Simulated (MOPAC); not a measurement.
Geometry relaxation, with input and output: ZrF4 (part 2 of 2)

The same run, continued: ZrF4; PM6, closed shell (MOPAC 23.2.5). The atoms were displaced at random from an optimised geometry.

Geometry of the input (Å):
```
F  -0.8811  -0.1044  1.6175
Zr 0.0110  0.0083  -0.0009
F  1.5650  -0.9478  0.0756
F  -1.0607  -0.7094  -1.3435
F  0.3844  1.7809  -0.3812
```

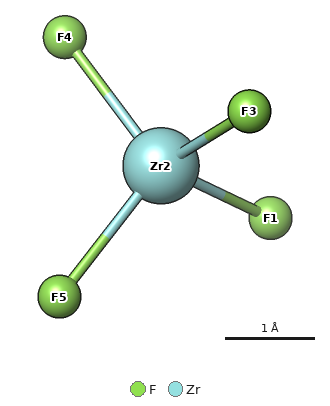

**Figure 1.** The geometry at step 19 of the log (ball-and-stick view, seen on its broad side; atoms are numbered from 1 in the order of the input).

Trajectory as extended XYZ, continued:
```
5
Properties=species:S:1:pos:R:3:forces:R:3 step=6 energy=-17.03895
F    -0.9055   -0.1091    1.7204   -0.0587   0.0038   0.0221
Zr   -0.0041    0.0113   -0.0029    0.0893   0.0358  -0.0540
F     1.6489   -1.0175    0.0896    0.0449   0.0033   0.0082
F    -1.0978   -0.7415   -1.4304   -0.0595   0.0073   0.0064
F     0.3951    1.8806   -0.4068   -0.0161  -0.0502   0.0173
5
Properties=species:S:1:pos:R:3:forces:R:3 step=7 energy=-17.04060
F    -0.9142   -0.1048    1.7068   -0.0410  -0.0067   0.0386
Zr    0.0041    0.0079   -0.0077    0.0548   0.0378  -0.0245
F     1.6605   -1.0181    0.0944    0.0080   0.0200  -0.0064
F    -1.1144   -0.7393   -1.4193   -0.0233   0.0030  -0.0073
F     0.3907    1.8823   -0.3987    0.0015  -0.0541  -0.0004
5
Properties=species:S:1:pos:R:3:forces:R:3 step=8 energy=-17.04082
F    -0.9171   -0.1042    1.7047   -0.0229  -0.0070   0.0186
Zr    0.0064    0.0075   -0.0085    0.0062   0.0022  -0.0027
F     1.6632   -1.0175    0.0952    0.0087   0.0178  -0.0086
F    -1.1184   -0.7384   -1.4173   -0.0043   0.0083   0.0026
F     0.3899    1.8811   -0.3975    0.0123  -0.0214  -0.0100
5
Properties=species:S:1:pos:R:3:forces:R:3 step=9 energy=-17.04092
F    -0.9188   -0.1045    1.7048   -0.0104  -0.0061   0.0019
Zr    0.0071    0.0072   -0.0083   -0.0223  -0.0129   0.0113
F     1.6643   -1.0164    0.0949    0.0137   0.0126  -0.0077
F    -1.1195   -0.7373   -1.4168    0.0023   0.0091   0.0071
F     0.3902    1.8797   -0.3982    0.0167  -0.0026  -0.0126
5
Properties=species:S:1:pos:R:3:forces:R:3 step=10 energy=-17.04106
F    -0.9215   -0.1055    1.7056    0.0029  -0.0044  -0.0152
Zr    0.0073    0.0067   -0.0071   -0.0429  -0.0242   0.0200
F     1.6661   -1.0140    0.0938    0.0156   0.0063  -0.0044
F    -1.1203   -0.7350   -1.4166    0.0055   0.0065   0.0108
F     0.3914    1.8772   -0.4007    0.0188   0.0158  -0.0112
5
Properties=species:S:1:pos:R:3:forces:R:3 step=11 energy=-17.04118
F    -0.9244   -0.1069    1.7061    0.0086  -0.0036  -0.0185
Zr    0.0070    0.0058   -0.0055   -0.0377  -0.0182   0.0169
F     1.6685   -1.0112    0.0924    0.0099   0.0037  -0.0010
F    -1.1211   -0.7323   -1.4161    0.0027   0.0001   0.0082
F     0.3933    1.8749   -0.4038    0.0165   0.0179  -0.0056
5
Properties=species:S:1:pos:R:3:forces:R:3 step=12 energy=-17.04123
F    -0.9270   -0.1086    1.7060    0.0043  -0.0034  -0.0039
Zr    0.0061    0.0049   -0.0037   -0.0039   0.0036  -0.0035
F     1.6709   -1.0081    0.0910   -0.0040   0.0046   0.0029
F    -1.1216   -0.7298   -1.4153   -0.0054  -0.0093   0.0002
F     0.3960    1.8731   -0.4072    0.0091   0.0045   0.0044
5
Properties=species:S:1:pos:R:3:forces:R:3 step=13 energy=-17.04124
F    -0.9261   -0.1084    1.7058    0.0017  -0.0034  -0.0014
Zr    0.0060    0.0052   -0.0042   -0.0017   0.0038  -0.0035
F     1.6702   -1.0087    0.0914   -0.0031   0.0052   0.0019
F    -1.1214   -0.7308   -1.4154   -0.0055  -0.0078  -0.0002
F     0.3958    1.8738   -0.4062    0.0086   0.0022   0.0032
5
Properties=species:S:1:pos:R:3:forces:R:3 step=14 energy=-17.04126
F    -0.9243   -0.1082    1.7052   -0.0047  -0.0030   0.0041
Zr    0.0057    0.0060   -0.0056    0.0050   0.0038  -0.0007
F     1.6687   -1.0095    0.0925   -0.0014   0.0070  -0.0013
F    -1.1216   -0.7335   -1.4151   -0.0053  -0.0031  -0.0018
F     0.3962    1.8755   -0.4039    0.0064  -0.0047  -0.0004
5
Properties=species:S:1:pos:R:3:forces:R:3 step=15 energy=-17.04128
F    -0.9249   -0.1087    1.7052   -0.0039  -0.0025   0.0039
Zr    0.0056    0.0059   -0.0053    0.0051   0.0041  -0.0023
F     1.6692   -1.0086    0.0922   -0.0017   0.0057  -0.0008
F    -1.1220   -0.7332   -1.4149   -0.0048  -0.0033  -0.0014
F     0.3971    1.8750   -0.4044    0.0053  -0.0039   0.0004
5
Properties=species:S:1:pos:R:3:forces:R:3 step=16 energy=-17.04130
F    -0.9277   -0.1113    1.7046    0.0009   0.0007   0.0009
Zr    0.0048    0.0058   -0.0048    0.0018   0.0029  -0.0051
F     1.6712   -1.0040    0.0916   -0.0016  -0.0023   0.0009
F    -1.1246   -0.7333   -1.4133    0.0003  -0.0015   0.0009
F     0.4020    1.8732   -0.4058   -0.0013   0.0002   0.0024
5
Properties=species:S:1:pos:R:3:forces:R:3 step=17 energy=-17.04131
F    -0.9267   -0.1106    1.7046   -0.0003   0.0003   0.0009
Zr    0.0050    0.0060   -0.0053    0.0015   0.0012  -0.0018
F     1.6704   -1.0053    0.0920   -0.0008  -0.0005  -0.0002
F    -1.1240   -0.7339   -1.4136   -0.0004  -0.0008   0.0003
F     0.4009    1.8740   -0.4049    0.0000  -0.0002   0.0008
5
Properties=species:S:1:pos:R:3:forces:R:3 step=18 energy=-17.04131
F    -0.9264   -0.1104    1.7046   -0.0004   0.0002   0.0003
Zr    0.0051    0.0061   -0.0055    0.0002   0.0002   0.0001
F     1.6702   -1.0056    0.0921   -0.0001  -0.0001  -0.0006
F    -1.1239   -0.7341   -1.4137   -0.0002  -0.0001   0.0003
F     0.4007    1.8742   -0.4045    0.0005  -0.0002   0.0000
5
Properties=species:S:1:pos:R:3:forces:R:3 step=19 energy=-17.04131
F    -0.9265   -0.1105    1.7046   -0.0002   0.0003   0.0002
Zr    0.0050    0.0061   -0.0055    0.0001   0.0000   0.0002
F     1.6703   -1.0055    0.0921   -0.0001  -0.0003  -0.0006
F    -1.1240   -0.7342   -1.4136   -0.0001   0.0000   0.0003
F     0.4008    1.8742   -0.4046    0.0003   0.0000  -0.0001
5
Properties=species:S:1:pos:R:3:forces:R:3 step=20 energy=-17.04131
F    -0.9266   -0.1105    1.7046   -0.0001   0.0003   0.0001
Zr    0.0050    0.0061   -0.0055    0.0000   0.0000   0.0000
F     1.6703   -1.0054    0.0920   -0.0001  -0.0004  -0.0004
F    -1.1240   -0.7341   -1.4136    0.0000  -0.0001   0.0003
F     0.4009    1.8741   -0.4046    0.0003   0.0001   0.0000
5
Properties=species:S:1:pos:R:3:forces:R:3 step=21 energy=-17.04131
F    -0.9266   -0.1105    1.7046    0.0000   0.0003   0.0001
Zr    0.0050    0.0061   -0.0055    0.0000   0.0000   0.0001
F     1.6703   -1.0054    0.0920   -0.0001  -0.0004  -0.0004
F    -1.1240   -0.7342   -1.4135   -0.0001   0.0000   0.0003
F     0.4009    1.8741   -0.4046    0.0003   0.0001   0.0000
5
Properties=species:S:1:pos:R:3:forces:R:3 step=22 energy=-17.04131
F    -0.9270   -0.1104    1.7044    0.0006   0.0003   0.0002
Zr    0.0051    0.0061   -0.0054    0.0000  -0.0001  -0.0004
F     1.6704   -1.0053    0.0916   -0.0003  -0.0004   0.0003
F    -1.1240   -0.7344   -1.4133   -0.0003   0.0003  -0.0001
F     0.4011    1.8741   -0.4045   -0.0001  -0.0001   0.0000
5
Properties=species:S:1:pos:R:3:forces:R:3 step=23 energy=-17.04131
F    -0.9267   -0.1105    1.7045    0.0001   0.0003   0.0001
Zr    0.0051    0.0061   -0.0054    0.0000   0.0001   0.0001
F     1.6703   -1.0054    0.0919   -0.0001  -0.0003  -0.0003
F    -1.1240   -0.7343   -1.4135   -0.0002   0.0000   0.0002
F     0.4009    1.8742   -0.4045    0.0003  -0.0001   0.0000
5
Properties=species:S:1:pos:R:3:forces:R:3 step=24 energy=-17.04131
F    -0.9268   -0.1104    1.7045    0.0002   0.0002   0.0001
Zr    0.0051    0.0061   -0.0054    0.0000   0.0000  -0.0001
F     1.6703   -1.0054    0.0918   -0.0001  -0.0003  -0.0001
F    -1.1240   -0.7343   -1.4135   -0.0002   0.0001   0.0001
F     0.4010    1.8742   -0.4045    0.0002  -0.0001  -0.0001
5
Properties=species:S:1:pos:R:3:forces:R:3 step=25 energy=-17.04131
F    -0.9268   -0.1104    1.7045    0.0002   0.0002   0.0001
Zr    0.0051    0.0061   -0.0054    0.0000   0.0000   0.0000
F     1.6703   -1.0054    0.0918   -0.0001  -0.0002  -0.0001
F    -1.1240   -0.7343   -1.4135   -0.0002   0.0001   0.0001
F     0.4009    1.8742   -0.4045    0.0002  -0.0001  -0.0001
5
Properties=species:S:1:pos:R:3:forces:R:3 step=26 energy=-17.04131
F    -0.9267   -0.1104    1.7045    0.0002   0.0002   0.0001
Zr    0.0051    0.0061   -0.0054    0.0000   0.0000   0.0000
F     1.6703   -1.0055    0.0918   -0.0001  -0.0002  -0.0001
F    -1.1239   -0.7343   -1.4135   -0.0003   0.0001   0.0001
F     0.4009    1.8742   -0.4045    0.0003  -0.0001  -0.0001
5
Properties=species:S:1:pos:R:3:forces:R:3 step=27 energy=-17.04131
F    -0.9268   -0.1104    1.7045    0.0002   0.0002   0.0001
Zr    0.0051    0.0061   -0.0054    0.0000   0.0000   0.0000
F     1.6703   -1.0054    0.0918   -0.0001  -0.0003  -0.0001
F    -1.1240   -0.7343   -1.4135   -0.0002   0.0001   0.0001
F     0.4009    1.8742   -0.4045    0.0002  -0.0001  -0.0001
5
Properties=species:S:1:pos:R:3:forces:R:3 step=28 energy=-17.04131
F    -0.9267   -0.1104    1.7045    0.0001   0.0002   0.0001
Zr    0.0051    0.0061   -0.0054    0.0000   0.0000   0.0000
F     1.6703   -1.0055    0.0918   -0.0001  -0.0002  -0.0001
F    -1.1239   -0.7343   -1.4135   -0.0003   0.0001   0.0001
F     0.4009    1.8742   -0.4045    0.0003  -0.0001  -0.0001
5
Properties=species:S:1:pos:R:3:forces:R:3 step=29 energy=-17.04131
F    -0.9268   -0.1104    1.7045    0.0002   0.0003   0.0001
Zr    0.0051    0.0061   -0.0054    0.0000   0.0000  -0.0001
F     1.6703   -1.0054    0.0918   -0.0002  -0.0003  -0.0001
F    -1.1240   -0.7343   -1.4135   -0.0002   0.0001   0.0001
F     0.4009    1.8742   -0.4045    0.0002  -0.0001   0.0000
5
Properties=species:S:1:pos:R:3:forces:R:3 step=30 energy=-17.04131
F    -0.9266   -0.1102    1.7046   -0.0002  -0.0002  -0.0001
Zr    0.0050    0.0061   -0.0055    0.0001   0.0001   0.0006
F     1.6702   -1.0056    0.0919   -0.0001  -0.0001  -0.0003
F    -1.1239   -0.7343   -1.4136   -0.0003   0.0002   0.0004
F     0.4007    1.8742   -0.4043    0.0005   0.0000  -0.0005
5
Properties=species:S:1:pos:R:3:forces:R:3 step=31 energy=-17.04131
F    -0.9267   -0.1104    1.7045    0.0002   0.0003   0.0001
Zr    0.0051    0.0061   -0.0054    0.0000  -0.0001  -0.0001
F     1.6703   -1.0054    0.0918   -0.0002  -0.0003  -0.0001
F    -1.1239   -0.7343   -1.4135   -0.0002   0.0001   0.0001
F     0.4009    1.8742   -0.4045    0.0002  -0.0001   0.0000
5
Properties=species:S:1:pos:R:3:forces:R:3 step=32 energy=-17.04131
F    -0.9267   -0.1104    1.7045    0.0001   0.0002   0.0001
Zr    0.0051    0.0061   -0.0054    0.0000   0.0000   0.0001
F     1.6703   -1.0055    0.0918   -0.0001  -0.0002  -0.0002
F    -1.1239   -0.7343   -1.4135   -0.0003   0.0001   0.0002
F     0.4009    1.8742   -0.4045    0.0003  -0.0001  -0.0001
```

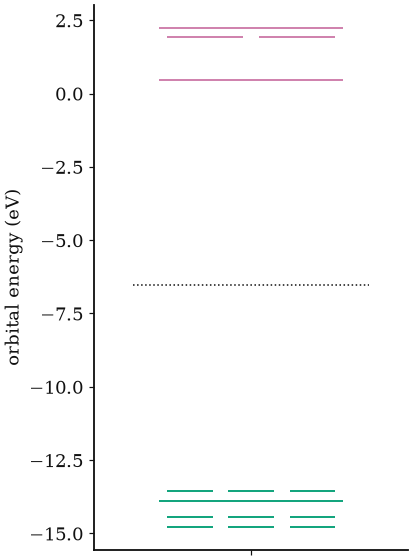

**Figure 2.** Orbital energies near the frontier; the dotted line parts filled from empty levels, and levels within 0.02 eV of each other stand side by side. Highest filled −13.55 eV, lowest empty 0.47 eV, 14.02 eV apart.

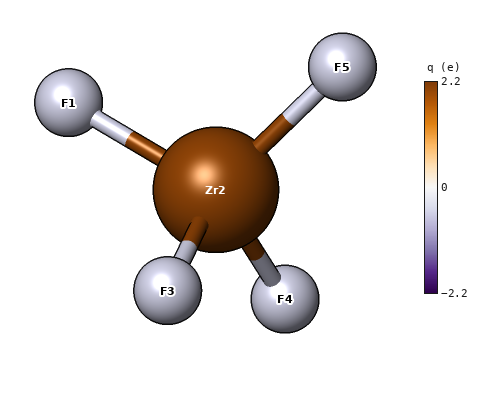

**Figure 3.** Mulliken charges, as the colour of each atom (ball-and-stick view, seen at a tilt; atoms are numbered from 1 in the order of the input). By element: F −0.52 and Zr +2.07 e.

Summary:

- outcome: converged
- total energy: −71.728142 hartree
- dispersion energy: 0.000000 hartree
- heat of formation: −392.98 kcal/mol
- basis functions: 25
- largest force: 0.000 eV/Å
- HOMO: −13.55 eV
- LUMO: 0.47 eV
- dipole moment: 0.00 D
- hardware: 1 thread of Arm Neoverse V1, 24 GiB of memory available, shared host
- peak memory: 0.072 GiB

Notes:

Notes on the run: HEAT OF FORMATION IS ESSENTIALLY STATIONARY. MOPAC's energies along a path are heats of formation.
